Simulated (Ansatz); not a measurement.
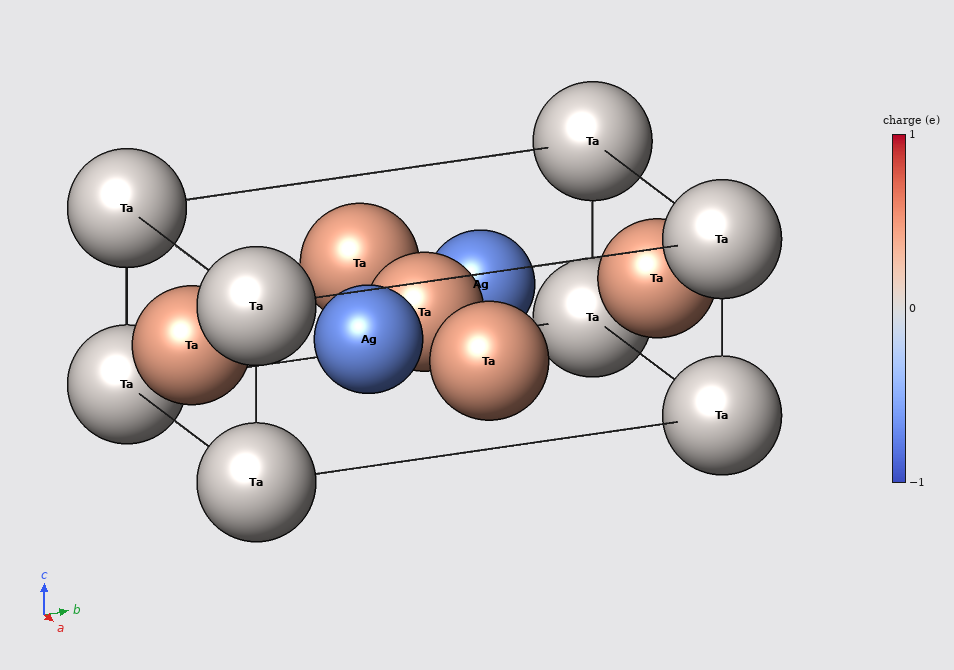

We look at a spheres-only model of the crystal slightly off an axis. The simulation cell is outlined; an atom on or near a face, edge or corner is repeated at each equivalent position. The atoms of this Ta2Ag cell are coloured by their Bader charge.

Level of theory and settings: DFT PBE, scalar-relativistic, plane waves, PAW in Ansatz, a 420 eV plane-wave basis, k-grid 6×6×14, Gaussian smearing of 0.1 eV, no spin polarisation.

Which way does the charge move?

Most positive: Ta; most negative: Ag. Charges: about Ta 0.0 to +0.4 e; Ag -0.6 e.

It goes back to a random cell made by a generator, so it need not be a real form of the compound. Earlier steps of the study may have refined or changed the cell and positions. A calculation with Ansatz used it as input.
